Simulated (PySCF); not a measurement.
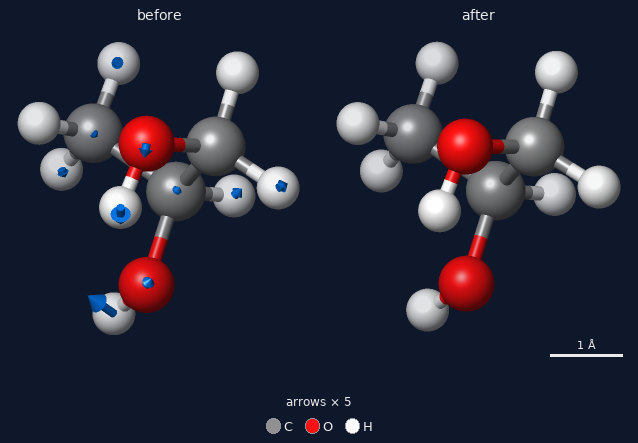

The structure of C3H8O2 before (left) and after (right) a relaxation, at one scale. The blue arrows give the displacements, 5 times their true length.

A ball-and-stick model, seen from a free direction.

The start comes from GFN2-xTB.

Theory: PBE0-D3(BJ)/def2-SVP geometry optimisation, gas phase (PySCF). 

Summarise the run.

The energy falls by 0.69 kcal/mol in 7 geometry steps. The largest force component goes from 0.65 to 0.0078 eV/Å. The atom that moves furthest after the best rigid fit is an H atom (0.11 Å). By element the largest moves are H 0.11 Å, O 0.04 Å, C 0.02 Å. Near-neighbour distances that change, for instance: C–H 1.086 → 1.100 Å, C–C 1.536 → 1.522 Å, C–H 1.102 → 1.109 Å.
